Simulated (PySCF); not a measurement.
C₅H₁₀OSSi

```xyz
18

C     3.5269    0.0248    0.0063
C     2.0728   -0.2767    0.1167
C     1.2437   -0.4130   -0.9123
Si   -0.5648   -0.8611   -0.7760
O    -1.5692    0.1214   -1.6101
C    -2.4694    0.9159   -0.8894
C    -2.8509    0.2422    0.4201
S    -1.3385   -0.4202    1.1871
H     3.8270    0.1447   -1.0320
H     4.1054   -0.7846    0.4517
H     3.7648    0.9356    0.5549
H     1.6956   -0.3896    1.1255
H     1.6411   -0.3052   -1.9139
H    -0.9007   -2.2277   -1.1614
H    -2.0038    1.8880   -0.6893
H    -3.3559    1.0677   -1.5130
H    -3.5242   -0.5963    0.2426
H    -3.3087    0.9406    1.1160
```

Geometry: GFN2-xTB.

All numbers below come from PBE0/pcSseg-1, SCF density, gas phase, non-relativistic in PySCF.

What can the converged electron density and electron localisation function tell about the bonding?

Answer. C–C (1.33 Å): ρ at the midpoint is about 2.3 e/Å³; the ELF peaks at about 0.90 between the atoms (a short, multiple covalent bond).
C–Si (1.87 Å): the density is about 0.97 e/Å³ at the midpoint; the ELF peaks at about 0.95 between the atoms (a shared electron pair).

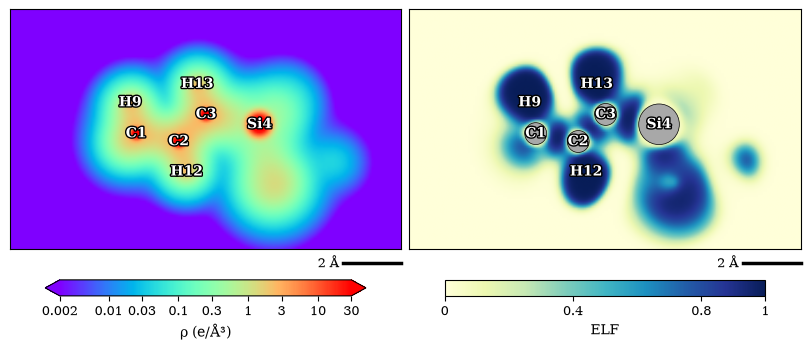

Computed electron density and electron localisation function on the plane of atoms Si4, C3 and H13, in this order. Grey discs cover the atomic cores in the ELF map. 
